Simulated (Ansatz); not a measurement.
Electronic density of states of amorphous La₂₄O₃₆, density 6.05 g/cm³, on a 2×2×2 Γ-centred mesh with a Gaussian width of 0.1 eV; energies count from the Fermi level, whose place inside the gap is arbitrary. Cell and mesh are small, so fine structure isn't converged. Computed with PBE, scalar-relativistic without spin-orbit coupling (plane waves to 420 eV, PAW; Ansatz, a first-principles code). Sampling: a 2×2×2 Γ-centred mesh; Fermi-Dirac width 0.02 eV; no spin polarisation. At PBE the levels at the filled edge of the gap are localised (band-tail or defect states).

A CHGNet melt-quench gave the starting glass, which DFT then relaxed. O atoms were pushed apart under 1.9 Å during the dynamics, to hinder bonds among them. The hot cell started wider than the set density and was brought back towards it in steps. It is the lowest in DFT energy of 2 quenches. It is a model cell: composition and starting density were chosen by hand, and all elements were melted together. No dispersion term was used. Its density started from a set value of 5.76 and ended at 6.05 g/cm³. The quench (nominally 430 K/ps over its main leg) was far faster than any real one, so the model tends to hold more defects than a real film. One small periodic cell is one sample of the glass; other quenches scatter about these values. Volume and shape were free in the relaxation. Cycles of charging lowered its energy after that relaxation.

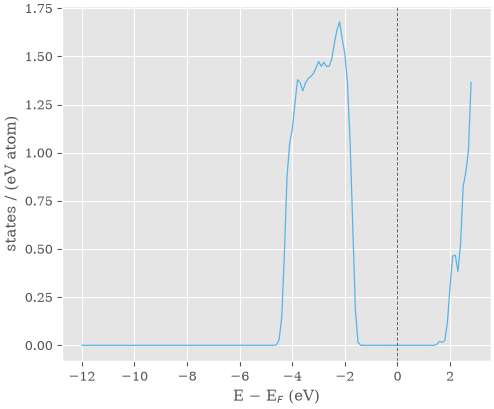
Figure: Density of states per atom

The level gap on this mesh is 3.28 eV; the broadening fills part of it in the curve.
